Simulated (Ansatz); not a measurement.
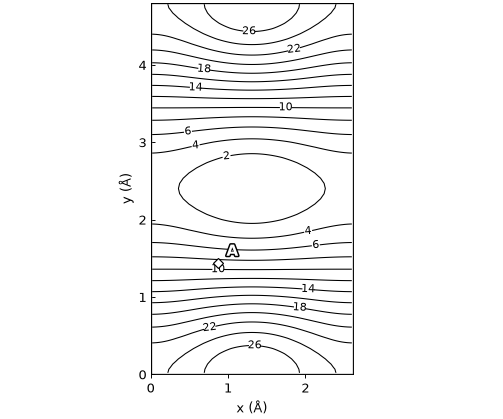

CO on a Zn(100) slab cut from the P6_3/mmc phase, its upper half relaxed before the scan (12 atoms of substrate and one adsorbate in a 2 × 1 cell). CO (O end down) is moved over the surface cell at a fixed height above a rigid substrate; the origin of the map has the adsorbate above Zn11; the height is held at 3.00 Å. Places are given modulo a cell vector. The map is drawn in real space over the plane of the surface. The grid has 6 × 10 points; 24 points were computed and 36 follow by symmetry. Places are given in fractions of the 1 × 1 surface cell. All energies are given in meV relative to the lowest grid point. At a fixed height the lowest place need not be the adsorption site. Theory: DFT PBE+D3(BJ), scalar-relativistic, plane waves, PAW in Ansatz 0.2.0. Settings: cutoff 420 eV, k-mesh 5×6×1, gaussian smearing 0.1 eV, no spin polarisation.

The picture shows contour lines labelled in meV, the outline of one cell of the plane, the point A. Between grid points the surface is interpolated.

Q: Which way does the force act at A, and how strong is it?

A: A, at (2/6, 3/10) of the cell vectors, is not a stationary point. The computed force is 0.015 eV/Å in the plane, pointing up in the picture (components 0.000 and 0.015 eV/Å).
